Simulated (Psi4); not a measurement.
BH$_{2}$Cl (charge −1): molecular dynamics (part 1 of 2)

System: BH$_{2}$Cl, charge −1, multiplicity 2, SMILES [BH2-]Cl.
Method: TPSS/def2-TZVP, UKS, dispersion D3(BJ) (Psi4 1.11).

The geometry comes from this level: GFN2-xTB.

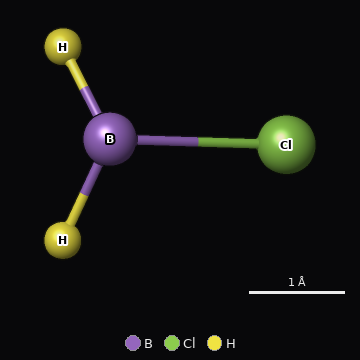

Figure 1. The starting structure (ball-and-stick view, seen on its broad side). Bond lengths as drawn: B–Cl 1.92 Å and B–H 1.21 Å.

## Input (run.py)
```python
import numpy as np
from ase.calculators.psi4 import Psi4
from ase.io import read
from ase import units
from ase.md.velocitydistribution import MaxwellBoltzmannDistribution, Stationary
from ase.md.verlet import VelocityVerlet

atoms = read('bclh2.xyz')
calc = Psi4(atoms=atoms, method='tpss-d3bj2b', basis='def2-TZVP', memory='1600MB', num_threads=1, charge=-1, multiplicity=2, label='psi4-calc', reference='uks')
atoms.calc = calc

MaxwellBoltzmannDistribution(atoms, temperature_K=600.0, rng=np.random.default_rng(185))
Stationary(atoms)
dyn = VelocityVerlet(atoms, 0.5 * units.fs)
def show():
    ep, ek = atoms.get_potential_energy(), atoms.get_kinetic_energy()
    print(f'step {dyn.nsteps:3d}  Epot {ep:14.6f}  Ekin {ek:9.6f}  Etot {ep + ek:14.6f} eV  T {atoms.get_temperature():7.1f} K')
dyn.attach(show)
dyn.run(25)
```

## File bclh2.xyz
```
4
BClH2
B     -0.072740    -0.194320    -0.337270
Cl     1.390160     0.062360     0.884750
H     -0.963970    -0.752550     0.264630
H     -0.353460     0.884500    -0.812110
```

Launched with:
```bash
python run.py
```

## The program's output
```
gradient() will perform analytic gradient computation.

   => Loading Basis Set <=

    Name: DEF2-TZVP
    Role: ORBITAL
    Keyword: BASIS

   => TPSS-D3(BJ): Empirical Dispersion <=

        s6 =       1.000000
        s8 =       1.943500
        a1 =       0.453500
        a2 =       4.475200

         ---------------------------------------------------------
                                   SCF
                              UKS Reference
                        1 Threads,   1525 MiB Core
         ---------------------------------------------------------

  ==> Geometry <==

    Molecular point group: c1
    Full point group: C1

    Geometry (in Angstrom), charge = -1, multiplicity = 2:

       Center              X                  Y                   Z               Mass
    ------------   -----------------  -----------------  -----------------  -----------------
         B           -0.984026203138    -0.171215633262    -0.796697136045    11.009305360000
         CL           0.396313373105     0.059075323534     0.308133204260    34.968852682000
         H           -1.795788401499    -0.909636563253    -0.372005879444     1.007825032230
         H           -1.205902279609     0.730209489080    -1.616417221738     1.007825032230

  Running in c1 symmetry.

  Rotational constants: A =      7.07479  B =      0.50381  C =      0.47237 [cm^-1]
  Rotational constants: A = 212096.95451  B =  15103.83407  C =  14161.26032 [MHz]
  Nuclear repulsion =   36.940598522005963

  Charge       = -1
  Multiplicity = 2
  Electrons    = 25
  Nalpha       = 13
  Nbeta        = 12

  ==> Algorithm <==

  SCF Algorithm Type is DF.
  DIIS enabled.
  MOM disabled.
  Fractional occupation disabled.
  Guess Type is SAD.
  Energy threshold   = 1.00e-08
  Density threshold  = 1.00e-08
  Integral threshold = 1.00e-12

  ==> Primary Basis <==

  Basis Set: DEF2-TZVP
    Blend: DEF2-TZVP
    Number of shells: 32
    Number of basis functions: 80
    Number of Cartesian functions: 90
    Spherical Harmonics?: true
    Max angular momentum: 3

  ==> DFT Potential <==

   => LibXC <=

    Version 7.1.2

   => Composite Functional: TPSS-D3BJ2B <=

    TPSS Meta-GGA XC Functional

    Deriv               =              1
    GGA                 =           TRUE
    Meta                =           TRUE

    Exchange Hybrid     =          FALSE
    MP2 Hybrid          =          FALSE

   => Exchange Functionals <=

    1.0000   XC_MGGA_X_TPSS

   => Correlation Functionals <=

    1.0000   XC_MGGA_C_TPSS

   => LibXC Density Thresholds  <==

    XC_MGGA_C_TPSS:  1.00E-15
    XC_MGGA_X_TPSS:  1.00E-15

   => Molecular Quadrature <=

    Radial Scheme          =       TREUTLER
    Pruning Scheme         =           NONE
    Nuclear Scheme         =       TREUTLER

    Blocking Scheme        =         OCTREE
    BS radius alpha        =              1
    Pruning alpha          =              1
    Radial Points          =             75
    Spherical Points       =            302
    Total Points           =          87264
    Total Blocks           =            715
    Max Points             =            256
    Max Functions          =             80
    Weights Tolerance      =       1.00E-15

   => Loading Basis Set <=

    Name: (DEF2-TZVP AUX)
    Role: JKFIT
    Keyword: DF_BASIS_SCF

  ==> Integral Setup <==

  DFHelper Memory: AOs need 0.013 GiB; user supplied 0.680 GiB.
  SCF_SUBTYPE=INCORE selected. In-core MEM_DF algorithm will be used.
  Using in-core AOs.

  ==> MemDFJK: Density-Fitted J/K Matrices <==

    J tasked:                   Yes
    K tasked:                    No
    wK tasked:                   No
    Memory [MiB]:               695
    Algorithm:                 Core
    Schwarz Cutoff:           1E-12
    Mask sparsity (%):       0.1563
    Fitting Condition:        1E-10

   => Auxiliary Basis Set <=

  Basis Set: (DEF2-TZVP AUX)
    Blend: DEF2-UNIVERSAL-JKFIT
    Number of shells: 75
    Number of basis functions: 239
    Number of Cartesian functions: 284
    Spherical Harmonics?: true
    Max angular momentum: 4

  Cached 100.0% of DFT collocation blocks in 0.438 [GiB].

  Minimum eigenvalue in the overlap matrix is 2.3648347499E-03.
  Reciprocal condition number of the overlap matrix is 4.3430959417E-04.
    Using symmetric orthogonalization.

  ==> Pre-Iterations <==

  SCF Guess: Superposition of Atomic Densities via on-the-fly atomic UHF (no occupation information).

   -------------------------
    Irrep   Nso     Nmo
   -------------------------
     A         80      80
   -------------------------
    Total      80      80
   -------------------------

  ==> Iterations <==

                           Total Energy        Delta E     RMS |[F,P]|

   @DF-UKS iter SAD:  -485.92934074809477   -4.85929e+02   0.00000e+00
   @DF-UKS iter   1:  -486.01915450640587   -8.98138e-02   8.38083e-03 DIIS/ADIIS
   @DF-UKS iter   2:  -485.71123643672377    3.07918e-01   1.09106e-02 DIIS/ADIIS
   @DF-UKS iter   3:  -486.30979578076432   -5.98559e-01   1.23756e-03 DIIS/ADIIS
   @DF-UKS iter   4:  -486.31364911376141   -3.85333e-03   5.01351e-04 DIIS/ADIIS
   @DF-UKS iter   5:  -486.31438213247776   -7.33019e-04   1.25846e-04 DIIS/ADIIS
   @DF-UKS iter   6:  -486.31443937895540   -5.72465e-05   4.59260e-05 DIIS
   @DF-UKS iter   7:  -486.31444648621135   -7.10726e-06   1.05207e-05 DIIS
   @DF-UKS iter   8:  -486.31444715495604   -6.68745e-07   2.01075e-06 DIIS
   @DF-UKS iter   9:  -486.31444718976360   -3.48076e-08   8.40325e-07 DIIS
   @DF-UKS iter  10:  -486.31444719291250   -3.14890e-09   4.10372e-07 DIIS
   @DF-UKS iter  11:  -486.31444719358944   -6.76948e-10   8.84966e-08 DIIS
   @DF-UKS iter  12:  -486.31444719362923   -3.97904e-11   1.15333e-08 DIIS
   @DF-UKS iter  13:  -486.31444719363014   -9.09495e-13   3.77313e-09 DIIS
  Energy and wave function converged.

  ==> Post-Iterations <==

   Electrons on quadrature grid:
      Nalpha   =   13.0000033888 ; deviation = 3.389e-06
      Nbeta    =   12.0000002885 ; deviation = 2.885e-07
      Ntotal   =   25.0000036773 ; deviation = 3.677e-06

   @Spin Contamination Metric:   3.968613039E-03
   @S^2 Expected:                7.500000000E-01
   @S^2 Observed:                7.539686130E-01
   @S   Expected:                5.000000000E-01
   @S   Observed:                5.000000000E-01

    Orbital Energies [Eh]
    ---------------------

    Alpha Occupied:

       1A   -100.749683     2A     -9.001766     3A     -6.777380
       4A     -6.773459     5A     -6.772289     6A     -6.353100
       7A     -0.538416     8A     -0.229631     9A     -0.118282
      10A     -0.110669    11A     -0.085510    12A     -0.033542
      13A      0.110370

    Alpha Virtual:

      14A      0.230802    15A      0.241555    16A      0.270968
      17A      0.295722    18A      0.309101    19A      0.348540
      20A      0.364622    21A      0.452733    22A      0.490180
      23A      0.527585    24A      0.528158    25A      0.569497
      26A      0.594675    27A      0.632555    28A      0.654718
      29A      0.693263    30A      0.752095    31A      0.817629
      32A      0.849208    33A      0.891455    34A      0.920285
      35A      0.942470    36A      0.956503    37A      1.101606
      38A      1.119386    39A      1.184092    40A      1.269186
      41A      1.686411    42A      1.708124    43A      1.834973
      44A      1.846975    45A      1.891718    46A      1.917054
      47A      1.949971    48A      1.956098    49A      1.981932
      50A      2.011836    51A      2.017143    52A      2.051292
      53A      2.071804    54A      2.083042    55A      2.101176
      56A      2.140211    57A      2.259698    58A      2.278212
      59A      2.289922    60A      2.419017    61A      2.427087
      62A      2.462929    63A      2.477593    64A      2.561352
      65A      2.643629    66A      2.715434    67A      2.725434
      68A      2.791408    69A      3.030355    70A      3.113271
      71A      3.184863    72A      3.195879    73A      3.375337
      74A      3.463166    75A      3.555441    76A     10.862074
      77A     10.898948    78A     11.319023    79A     14.493585
      80A     24.972999

    Beta Occupied:

       1A   -100.749163     2A     -9.001298     3A     -6.777255
       4A     -6.772004     5A     -6.771834     6A     -6.344809
       7A     -0.534921     8A     -0.213101     9A     -0.115018
      10A     -0.105299    11A     -0.073961    12A     -0.032054

    Beta Virtual:

      13A      0.171444    14A      0.239514    15A      0.247591
      16A      0.275328    17A      0.314022    18A      0.341335
      19A      0.357440    20A      0.373656    21A      0.464734
      22A      0.491142    23A      0.542385    24A      0.542963
      25A      0.578639    26A      0.607163    27A      0.651184
      28A      0.660710    29A      0.708528    30A      0.765707
      31A      0.833213    32A      0.861687    33A      0.914159
      34A      0.934884    35A      0.968739    36A      0.970773
      37A      1.122903    38A      1.173832    39A      1.191462
      40A      1.284918    41A      1.717694    42A      1.746077
      43A      1.849701    44A      1.878874    45A      1.916987
      46A      1.934078    47A      1.960621    48A      1.978703
      49A      2.016829    50A      2.024670    51A      2.054391
      52A      2.067774    53A      2.086003    54A      2.115887
      55A      2.132226    56A      2.171349    57A      2.273231
      58A      2.298171    59A      2.298514    60A      2.425981
      61A      2.441416    62A      2.467895    63A      2.493959
      64A      2.577809    65A      2.664759    66A      2.733433
      67A      2.744296    68A      2.817551    69A      3.065224
      70A      3.137679    71A      3.239703    72A      3.242030
      73A      3.417806    74A      3.486142    75A      3.637127
      76A     10.865494    77A     10.900202    78A     11.321767
      79A     14.512935    80A     24.974541

    Final Occupation by Irrep:
              A
    DOCC [    12 ]
    SOCC [     1 ]
    NA   [    13 ]
    NB   [    12 ]

  @DF-UKS Final Energy:  -486.31444719363014

   => Energetics <=

    Nuclear Repulsion Energy =             36.9405985220059634
    One-Electron Energy =                -748.8900539101740605
    Two-Electron Energy =                 258.9443477327562277
    DFT Exchange-Correlation Energy =     -33.3072381205285879
    Empirical Dispersion Energy =          -0.0021014176897098
    VV10 Nonlocal Energy =                  0.0000000000000000
    Total Energy =                       -486.3144471936301443

  UHF NO Occupations:
  HONO-2 :   11  A 1.9996948
  HONO-1 :   12  A 1.9986481
  HONO-0 :   13  A 1.0000000
  LUNO+0 :   14  A 0.0013519
  LUNO+1 :   15  A 0.0003052
  LUNO+2 :   16  A 0.0001581
  LUNO+3 :   17  A 0.0001504

Computation Completed

Properties will be evaluated at   0.000000,   0.000000,   0.000000 [a0]

Properties computed using the SCF density matrix

 Multipole Moments:

 ------------------------------------------------------------------------------------
     Multipole            Electronic (a.u.)      Nuclear  (a.u.)        Total (a.u.)
 ------------------------------------------------------------------------------------

 L = 1.  Multiply by 2.5417464519 to convert [e a0] to [Debye]
 Dipole X            :          3.3340927           -2.2383699            1.0957227
 Dipole Y            :          0.3593085           -0.0590062            0.3003023
 Dipole Z            :          2.4837145           -1.3863868            1.0973277
 Magnitude           :                                                    1.5795309

 ------------------------------------------------------------------------------------

	total time  =          7 seconds =       0.12 minutes

         ------------------------------------------------------------
                                   SCF GRAD
         ------------------------------------------------------------

  ==> Geometry <==

    Molecular point group: c1
    Full point group: C1

    Geometry (in Angstrom), charge = -1, multiplicity = 2:
```
